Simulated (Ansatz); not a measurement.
**SiCl3 (SMILES Cl[Si](Cl)Cl): UCAM-B3LYP/aug-cc-pVDZ**

What is the vertical doublet–quartet gap of SiCl3 at UCAM-B3LYP/aug-cc-pVDZ? 

Program for the calculation: Ansatz 0.2.0.

25 further runs of the same task are left out: 2 that didn't finish, 23 set aside as unsound or not needed.

## 1. The molecule

SiCl3: 4 atoms, total charge 0, spin state doublet. SMILES: `Cl[Si](Cl)Cl`. The coordinates come from a PBE0-D4/def2-TZVP relaxation.

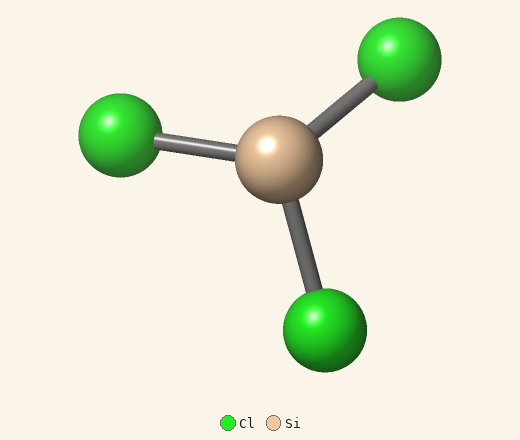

Viewed from a chosen angle; chlorine green, silicon light orange.

## 2. A single-point energy at UCAM-B3LYP/aug-cc-pVDZ

The input, in.yaml:

```yaml
crystal:
  periodic: [false, false, false]
  atoms:
    - {symbol: Cl, position_ang: [-1.524800, -0.591600, 1.030100]}
    - {symbol: Si, position_ang: [0.116100, 0.389400, 0.310600]}
    - {symbol: Cl, position_ang: [1.694700, -0.903800, 0.219000]}
    - {symbol: Cl, position_ang: [-0.286000, 1.105900, -1.559700]}
basis:
  gaussian: {orbitals: aug-cc-pVDZ}
accuracy: high
output: {orbitals: {seedname: orbitals}}
magnetization: {spin_polarized: true, initial_magnetization: 1}
hamiltonian: {xc: {name: CAM-B3LYP}}
```

The run is started by

```bash
$ ansatz run in.yaml --threads 1 --pin off --max-ram 3480MiB --events-out events.jsonl --progress --plain --runs-dir runs
```

Output:

```text
Warning: RAYON_NUM_THREADS=1 ignored (pool sized by the plan → 1); use --threads N
Functional definition: CAM-B3LYP
  name "CAM-B3LYP"
  parameter alpha = 0.19
  parameter beta = 0.46
  parameter omega = 0.33/bohr
  parameter ac = 0.81
  exchange = (1 - alpha - beta)*b88_x + beta*b88_x_sr(omega) + alpha*exact_x + beta*exact_x_lr(omega)
  correlation = (1 - ac)*vwn5_c + ac*lyp_c
2178 factors; integrals over basis functions are off by at most 3.2e-9 eV
576 factors; integrals over basis functions are off by at most 1.4e-9 eV
mean field evaluation 1: about -45448.9126 eV, gradient 1.2e1 eV
mean field evaluation 2: about -45449.2212 eV, gradient 1.1e1 eV
mean field evaluation 4: about -45449.8578 eV, gradient 5.4e-1 eV
mean field evaluation 8: about -45449.9660 eV, gradient 3.4e-2 eV
mean field evaluation 16: about -45449.9661 eV, gradient 6.7e-6 eV
mean field -45449.96607071 eV, -1670.2554460052 hartree, gradient 7.6e-8 eV, S^2 0.752379; 0 other end points of the search recorded, 0 dependent functions left out
reference -45449.96608800 eV, -1670.2554466405 hartree; 33, 32 occupied and 75, 76 virtual orbitals, 2178 factors
Total energy: -45449.96608800 eV, -1670.2554466405 hartree
```

Run time: 27 s. Hardware: 1 thread of Arm Neoverse V2, shared host; peak memory 0.73 GiB.

## 3. The quartet, same level

The input, job.yaml:

```yaml
crystal:
  periodic: [false, false, false]
  atoms:
    - {symbol: Cl, position_ang: [-1.524800, -0.591600, 1.030100]}
    - {symbol: Si, position_ang: [0.116100, 0.389400, 0.310600]}
    - {symbol: Cl, position_ang: [1.694700, -0.903800, 0.219000]}
    - {symbol: Cl, position_ang: [-0.286000, 1.105900, -1.559700]}
basis:
  gaussian: {orbitals: aug-cc-pVDZ}
magnetization: {spin_polarized: true, initial_magnetization: 3}
hamiltonian: {xc: {name: CAM-B3LYP}}
accuracy: high
output: {orbitals: {seedname: orbitals}}
```

The run is started by

```bash
$ ansatz run job.yaml --threads 1 --pin off --max-ram 3480MiB --events-out events.jsonl --progress --plain --runs-dir runs
```

Output, shortened:

```text
Warning: RAYON_NUM_THREADS=1 ignored (pool sized by the plan → 1); use --threads N
[... 2 set-up lines as earlier in the session ...]
[...]
2178 factors; integrals over basis functions are off by at most 3.2e-9 eV
576 factors; integrals over basis functions are off by at most 1.4e-9 eV
[...]
mean field -45442.13353288 eV, -1669.9676055491 hartree, gradient 3.2e-8 eV, S^2 3.759488; 6 other end points of the search recorded, 0 dependent functions left out
reference -45442.13354870 eV, -1669.9676061304 hartree; 34, 31 occupied and 74, 77 virtual orbitals, 2178 factors
Total energy: -45442.13354870 eV, -1669.9676061304 hartree
```

Run time: 2.1 min. Hardware: 1 thread of Arm Neoverse V2, shared host; peak memory 0.79 GiB.

## 4. Summary of results

At UCAM-B3LYP/aug-cc-pVDZ:

| quantity | value |
| --- | --- |
| doublet: total energy | -1670.25545 Eh |
| doublet: HOMO energy (highest over α and β) | -8.39 eV |
| doublet: LUMO energy (lowest over α and β) | -2.73 eV |
| doublet: ⟨S²⟩ | 0.752 |
| quartet: total energy | -1669.96761 Eh |
| quartet: HOMO energy (highest over α and β) | -3.24 eV |
| quartet: ⟨S²⟩ | 3.759 |
| vertical energy of the quartet above the doublet | 7.833 eV |

**Reading.** At this shape the quartet lies 7.83 eV (756 kJ/mol) above the doublet.
